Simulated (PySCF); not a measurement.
C$_{3}$H$_{5}$FO$_{2}$Si$_{2}$

The calculation's input:

```
{"job": {"xc": "CAM-B3LYP", "basis": "pcSseg-1", "solvent": "methanol", "kind": "nmr", "pop": true}, "charge": 0, "multiplicity": 1}
C      2.885524     1.422069     0.263845
C      1.879300     0.987364    -0.230414
Si     0.342854     0.331040    -1.016914
C     -0.038557    -1.442169    -0.361385
O     -1.301478    -1.375024     0.291914
Si    -1.957824     0.083327     0.512956
F     -3.403664     0.123132    -0.162471
O     -0.963876     1.051136    -0.345326
H      3.762852     1.801759     0.704452
H      0.245272     0.486661    -2.460616
H      0.696381    -1.799219     0.365916
H     -0.117933    -2.197807    -1.145734
H     -2.033239     0.528218     1.877354
```

Run with:

```sh
OMP_NUM_THREADS=1 python ens_run.py task.json out
```

Geometry: GFN2-xTB.

The calculation used CAM-B3LYP/pcSseg-1, SCF density, in a methanol solvent model, non-relativistic (PySCF 2.14.0).

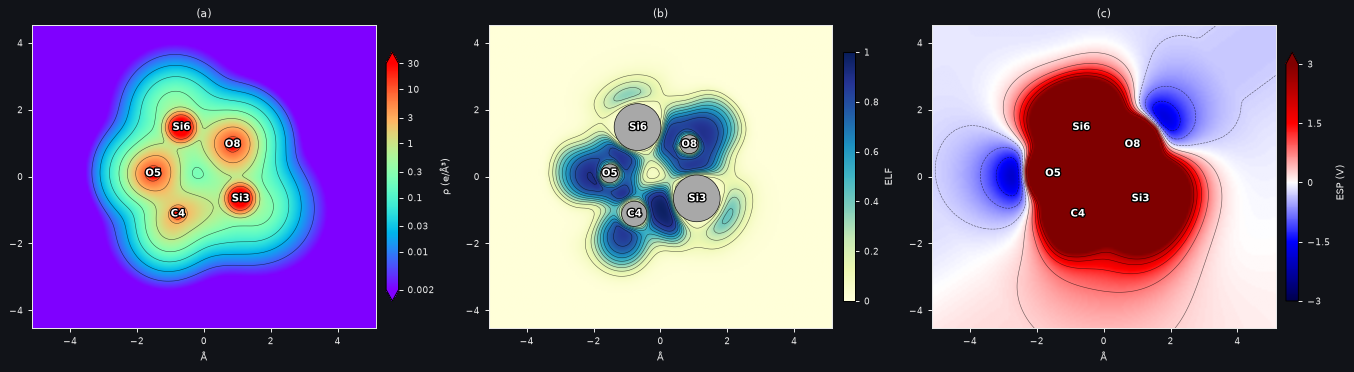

Figure 1. (a) total electron density; (b) electron localisation function; (c) electrostatic potential on the plane of atoms O5, Si6 and O8. Grey discs cover the atomic cores in the ELF map.

Question: What do the fields say about this system?

Answer: The plane passes through Si, C and O nuclei. C–O (1.42 Å): ρ is about 1.9 e/Å³ halfway, with its minimum of 1.6 e/Å³ about 0.5 Å from C; the ELF peaks at about 0.85 between the atoms, as expected for a polar covalent bond. Si–O (1.61 Å): ρ at the midpoint is about 1.3 e/Å³; the ELF peaks at about 0.85 between the atoms: a short, strongly polar bond. C–Si (1.93 Å): ρ at the midpoint is about 0.94 e/Å³; the ELF peaks at about 1 between the atoms, as expected for localised, covalent bonding. The ELF also peaks beside O5 and O8, away from the bonds: lone-pair regions. Outside the dense part of the molecule the potential is most negative (−1.9 V) near O5.

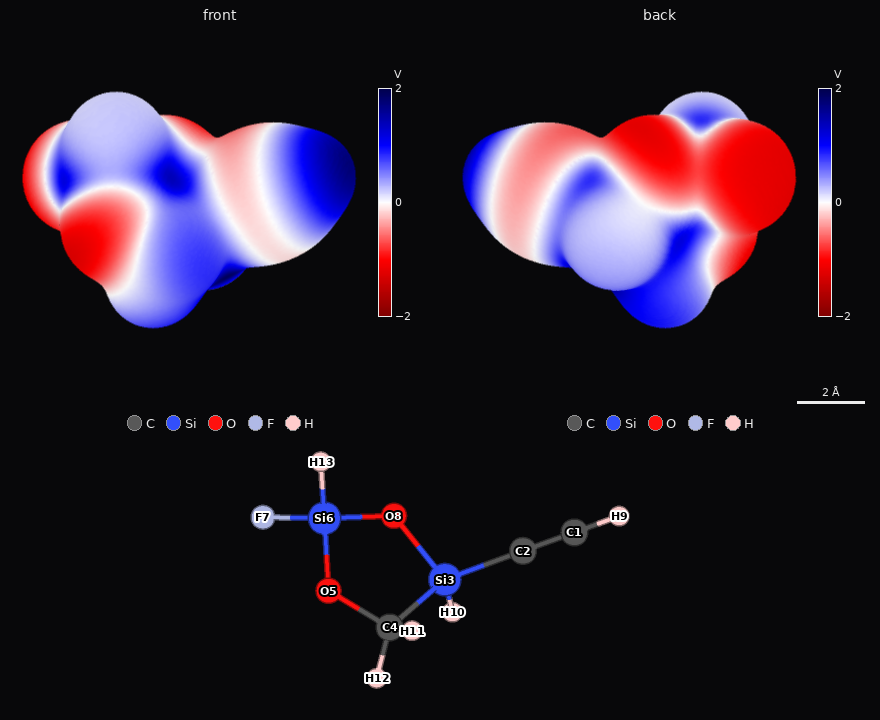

Figure 2. The electrostatic potential painted on the density surface at 0.001 e/bohr³, seen from the front and from behind; red is negative and blue positive. The bare structure is drawn below in the same view.

Question: Which sites attract a positive test charge, and which a negative one?

Answer: A positive charge is drawn to the negative regions and a negative charge to the positive ones. The most negative region (about −1.2 V, or −28 kcal/mol for a unit charge) lies over O5, F7 and O8, the most positive (about +1.7 V, or +39 kcal/mol for a unit charge) over Si3 and H9.
